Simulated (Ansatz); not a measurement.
Consider C₂H₂K (doublet).

```xyz
5

C    -0.5811   -0.2131    0.3436
C     0.6509   -0.4698   -0.0810
K    -2.9159    0.2709    1.1537
H     0.9523   -0.4048   -1.1381
H     1.4718   -0.7685    0.5894
```

Geometry: B3LYP/6-31G*.

Theory: isolated molecule in a Gaussian basis; Kohn-Sham density functional theory, functional PBE0 (Ansatz).

Q: Predict the electron density, electron localisation function and spin density between the atoms.

A: C–C (1.33 Å): the density is about 2.4 e/Å³ at the midpoint; the ELF peaks at about 0.95 between the atoms; a short, multiple covalent bond.
C–K (2.52 Å): ρ at the midpoint is about 0.24 e/Å³; the ELF peaks at about 0.95 in the valence shell of C, 0.7 Å from its nucleus, and is about 0.10 at the midpoint.
C–H (1.10 Å): ρ is about 1.9 e/Å³ halfway; the ELF climbs to about 1 towards the hydrogen, as it does in any bond to H (an ordinary covalent bond to hydrogen).
The unpaired spin (1 electron) lies mostly on C1 (about 0.8) and K3 (about 0.1), in electrons by Hirshfeld's partition.

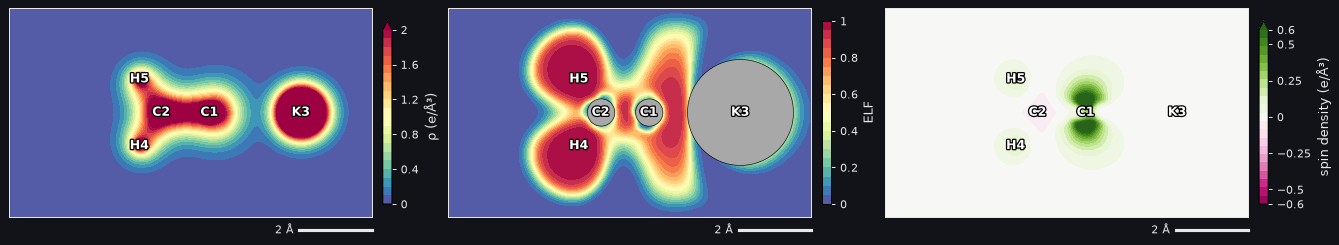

Computed electron density, electron localisation function and spin density on the molecular plane, in this order. Grey discs cover the atomic cores in the ELF map. 
